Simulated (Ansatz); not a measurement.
**SiH2OF (SMILES O[SiH]F): levels of theory compared**

Aim: a comparison of 6 runs (UHF/3-21G, U-r2SCAN/def2-TZVP, U-wB97X/def2-TZVP, UB3LYP/def2-TZVP, UBLYP/def2-TZVP, UCCSD(T)/def2-TZVP) of SiH2OF. 

The results are computed with Ansatz 0.2.0.

62 further runs of the same task are left out: 62 set aside as unsound or not needed.

## (1) The system as given

The species is SiH2OF (5 atoms), meant as a doublet with charge 0. SMILES: `O[SiH]F`. The Si2–F3 distance was set to 3.527 Å, away from the relaxed value. At this shape a bond of the SMILES string is far longer than usual.

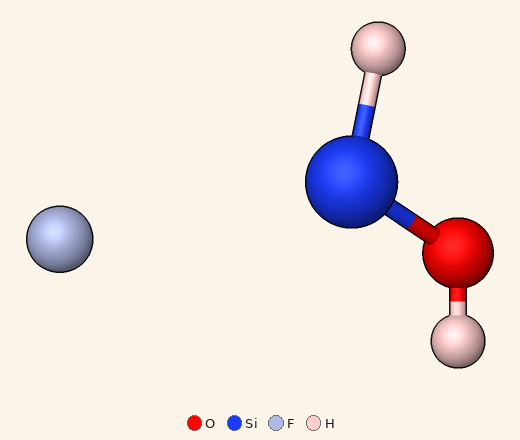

The structure, seen from a chosen angle (oxygen red, silicon blue, fluorine light blue, hydrogen pink).

## (2) A single-point energy at UHF/3-21G (run 1)

The input, job.yaml:

```yaml
crystal:
  periodic: [false, false, false]
  atoms:
    - {symbol: O, position_ang: [-0.522920, -2.565553, 0.655136]}
    - {symbol: Si, position_ang: [0.376180, -1.435253, 1.424536]}
    - {symbol: F, position_ang: [0.207000, 1.646500, -0.283100]}
    - {symbol: H, position_ang: [-1.472220, -2.446053, 0.593436]}
    - {symbol: H, position_ang: [1.781080, -1.923553, 1.335836]}
basis:
  gaussian: {orbitals: 3-21G.json}
magnetization: {spin_polarized: true, initial_magnetization: 1}
hamiltonian: {xc: hf}
accuracy: high
output: {orbitals: {seedname: orbitals}}
```

The basis set 3-21G is read from a file made from the Basis Set Exchange's data (not shown).

Run with:

```console
$ ansatz run job.yaml --threads 1 --pin off --max-ram 3480MiB --events-out events.jsonl --progress --plain --runs-dir runs
```

The program printed:

```text
Warning: RAYON_NUM_THREADS=1 ignored (pool sized by the plan → 1); use --threads N
Functional definition: HF
  name "HF"
  exchange = exact_x
  correlation = 0
662 factors; integrals over basis functions are off by at most 2.2e-8 eV
mean field evaluation 1: about -12558.3908 eV, gradient 3.4e1 eV
mean field evaluation 2: about -12558.4184 eV, gradient 3.4e1 eV
mean field evaluation 4: about -12561.4580 eV, gradient 1.7e1 eV
mean field evaluation 8: about -12563.1188 eV, gradient 3.6e0 eV
mean field evaluation 16: about -12567.2849 eV, gradient 4.5e-1 eV
mean field evaluation 32: about -12567.3086 eV, gradient 2.9e-8 eV
mean field evaluation 64: about -12567.2992 eV, gradient 2.1e-2 eV
mean field evaluation 96: about -12567.2633 eV, gradient 4.2e-2 eV
mean field evaluation 128: about -12567.1043 eV, gradient 1.4e0 eV
mean field evaluation 160: about -12567.2941 eV, gradient 2.0e-1 eV
mean field evaluation 192: about -12567.1481 eV, gradient 5.0e0 eV
mean field evaluation 224: about -12562.4209 eV, gradient 2.1e1 eV
mean field evaluation 256: about -12567.2799 eV, gradient 3.7e-1 eV
mean field evaluation 288: about -12566.0340 eV, gradient 3.1e-1 eV
mean field evaluation 320: about -12565.0941 eV, gradient 2.2e0 eV
mean field evaluation 352: about -12560.7093 eV, gradient 1.9e1 eV
mean field evaluation 384: about -12563.0586 eV, gradient 2.3e0 eV
mean field evaluation 416: about -12563.1623 eV, gradient 8.1e-4 eV
mean field evaluation 448: about -12563.1623 eV, gradient 2.7e-7 eV
mean field -12567.30862375 eV, -461.8400734952 hartree, gradient 2.9e-8 eV, S^2 0.751461; 3 other end points of the search recorded, 0 dependent functions left out
reference -12567.30862375 eV, -461.8400734952 hartree; 17, 16 occupied and 18, 19 virtual orbitals, 662 factors
Total energy: -12567.30862375 eV, -461.8400734952 hartree
```

Wall time 2.5 s (1 thread of Intel Xeon Platinum 8259CL at 2.50GHz (Skylake/Cascade Lake), shared host); peak memory 0.11 GiB.

## (3) A single-point energy at U-r2SCAN/def2-TZVP (run 2)

The input, in.yaml:

```yaml
basis:
  gaussian: {orbitals: def2-TZVP}
crystal:
  periodic: [false, false, false]
  atoms:
    - {symbol: O, position_ang: [-0.522920, -2.565553, 0.655136]}
    - {symbol: Si, position_ang: [0.376180, -1.435253, 1.424536]}
    - {symbol: F, position_ang: [0.207000, 1.646500, -0.283100]}
    - {symbol: H, position_ang: [-1.472220, -2.446053, 0.593436]}
    - {symbol: H, position_ang: [1.781080, -1.923553, 1.335836]}
magnetization: {spin_polarized: true, initial_magnetization: 1}
hamiltonian: {xc: {name: r2SCAN}}
accuracy: high
output: {orbitals: {seedname: orbitals}}
```

Run with:

```console
$ ansatz run in.yaml --threads 1 --pin off --max-ram 3480MiB --events-out events.jsonl --progress --plain --runs-dir runs
```

The program printed:

```text
Warning: RAYON_NUM_THREADS=1 ignored (pool sized by the plan → 1); use --threads N
Functional definition: r2SCAN
  name "r2SCAN"
  parameter k0 = 0.174
  parameter k1 = 0.065
  parameter a1 = 4.9479
  exchange = r2scan_x(k0 = k0, k1 = k1, a1 = a1)
  correlation = r2scan_c
1737 factors; integrals over basis functions are off by at most 1.8e-8 eV
mean field evaluation 1: about -12658.4360 eV, gradient 5.5e1 eV
mean field evaluation 2: about -12303.1435 eV, gradient 1.4e2 eV
mean field evaluation 4: about -12662.2068 eV, gradient 4.0e1 eV
mean field evaluation 8: about -12665.7007 eV, gradient 2.8e1 eV
mean field evaluation 16: about -12670.3754 eV, gradient 5.4e-4 eV
mean field evaluation 32: about -12670.2620 eV, gradient 2.0e0 eV
mean field -12670.37539278 eV, -465.6277073959 hartree, gradient 1.7e-8 eV, S^2 0.811449; 9 other end points of the search recorded, 0 dependent functions left out
reference -12670.37539536 eV, -465.6277074904 hartree; 17, 16 occupied and 94, 95 virtual orbitals, 1737 factors
Total energy: -12670.37539536 eV, -465.6277074904 hartree
```

It took 26 s on 1 thread of Intel Xeon Platinum 8259CL at 2.50GHz (Skylake/Cascade Lake), shared host; peak memory 0.39 GiB.

Run 3 isn't shown in full; the table further down has it.

## (4) The energy at UB3LYP/def2-TZVP (run 4)

The input, input.yaml:

```yaml
basis:
  gaussian:
    orbitals: def2-TZVP
crystal:
  periodic: [false, false, false]
  atoms:
    - {symbol: O, position_ang: [-0.522920, -2.565553, 0.655136]}
    - {symbol: Si, position_ang: [0.376180, -1.435253, 1.424536]}
    - {symbol: F, position_ang: [0.207000, 1.646500, -0.283100]}
    - {symbol: H, position_ang: [-1.472220, -2.446053, 0.593436]}
    - {symbol: H, position_ang: [1.781080, -1.923553, 1.335836]}
magnetization:
  spin_polarized: true
  initial_magnetization: 1
hamiltonian:
  xc: {name: B3LYP}
accuracy: high
output: {orbitals: {seedname: orbitals}}
```

Run with:

```console
$ ansatz run input.yaml --threads 1 --pin off --max-ram 3480MiB --events-out events.jsonl --progress --plain --runs-dir runs
```

The program printed:

```text
Warning: RAYON_NUM_THREADS=1 ignored (pool sized by the plan → 1); use --threads N
Functional definition: B3LYP
  name "B3LYP"
  parameter a0 = 0.2
  parameter ax = 0.72
  parameter ac = 0.81
  exchange = (1 - a0 - ax)*slater_x + ax*b88_x + a0*exact_x
  correlation = (1 - ac)*vwn_rpa_c + ac*lyp_c
1737 factors; integrals over basis functions are off by at most 1.8e-8 eV
mean field evaluation 1: about -12662.5069 eV, gradient 5.4e1 eV
mean field evaluation 2: about -12314.3615 eV, gradient 1.4e2 eV
mean field evaluation 4: about -12664.7414 eV, gradient 4.5e1 eV
mean field evaluation 8: about -12618.1200 eV, gradient 8.8e1 eV
mean field evaluation 16: about -12673.9848 eV, gradient 4.0e-2 eV
mean field evaluation 32: about -12673.8706 eV, gradient 2.0e0 eV
mean field -12673.98487778 eV, -465.7603535230 hartree, gradient 2.4e-8 eV, S^2 0.780741; 6 other end points of the search recorded, 0 dependent functions left out
reference -12673.98491371 eV, -465.7603548434 hartree; 17, 16 occupied and 94, 95 virtual orbitals, 1737 factors
Total energy: -12673.98491371 eV, -465.7603548434 hartree
```

Run time: 20 s. Hardware: 1 thread of Intel Xeon Platinum 8259CL at 2.50GHz (Skylake/Cascade Lake), shared host; peak memory 0.4 GiB.

Run 5 isn't shown in full; the table further down has it.

## (5) A single-point energy at UCCSD(T)/def2-TZVP (run 6)

The input, run.yaml:

```yaml
crystal:
  periodic: [false, false, false]
  atoms:
    - {symbol: O, position_ang: [-0.522920, -2.565553, 0.655136]}
    - {symbol: Si, position_ang: [0.376180, -1.435253, 1.424536]}
    - {symbol: F, position_ang: [0.207000, 1.646500, -0.283100]}
    - {symbol: H, position_ang: [-1.472220, -2.446053, 0.593436]}
    - {symbol: H, position_ang: [1.781080, -1.923553, 1.335836]}
basis:
  gaussian: {orbitals: def2-TZVP}
magnetization: {spin_polarized: true, initial_magnetization: 1}
correlation: {method: ccsd_t, frozen_orbitals: {F: 1, H: 0, O: 1, Si: 5}}
accuracy: high
scf: {omitted_lower_state_checks: [cluster_reference, increment]}
```

Run with:

```console
$ ansatz run run.yaml --threads 1 --pin off --max-ram 3480MiB --events-out events.jsonl --progress --plain --runs-dir runs
```

The program printed:

```text
Warning: RAYON_NUM_THREADS=1 ignored (pool sized by the plan → 1); use --threads N
[... 18 lines left out ...]
7 core orbitals not correlated: weight in the atoms' cores, before any rotation towards them, 1.000 or more for the frozen orbitals, at most 0.000 for the correlated occupied ones
[... 62 lines left out ...]
Total energy: -12652.99191145 eV, -464.9888762399 hartree
Checks for a lower state left out: cluster_reference, increment
```

It took 3 min on 1 thread of Intel Xeon Platinum 8259CL at 2.50GHz (Skylake/Cascade Lake), shared host; peak memory 1.9 GiB.

## (6) The series

| run | level | frozen core orbitals | energy (Eh) | HOMO energy (eV) | LUMO energy (eV) | ⟨S²⟩ | wall time |
| --- | --- | --- | --- | --- | --- | --- | --- |
| 1 | UHF/3-21G | – | -461.840073 | -8.50 | 1.42 | 0.751 | 2.5 s |
| 2 | U-r2SCAN/def2-TZVP | – | -465.627707 | -6.44 | -5.73 | 0.811 | 26 s |
| 3 | U-wB97X/def2-TZVP | – | -465.670494 | -8.80 | -3.56 | 0.805 | 71 s |
| 4 | UB3LYP/def2-TZVP | – | -465.760355 | -6.97 | -5.45 | 0.781 | 20 s |
| 5 | UBLYP/def2-TZVP | – | -465.735325 | -6.29 | -5.86 | 0.761 | 14 s |
| 6 | UCCSD(T)/def2-TZVP | 7 | -464.988876 | – | – | 1.081 | 3 min |

## (7) Results

| quantity | value |
| --- | --- |
| run 6: total energy | -464.98888 Eh |
| run 6: correlation energy (7 core orbitals frozen) | -584.3 mEh |
| run 6: (T) correction | -16.47 mEh |
| run 6: ⟨S²⟩ of the reference determinant | 1.081 |
| run 6: T1 diagnostic | 0.053 |

In words: Totals of different functionals can't be ranked against each other. Spin contamination of the reference: run 6 ⟨S²⟩ = 1.08. All runs together took 5.2 min, the longest 3 min.
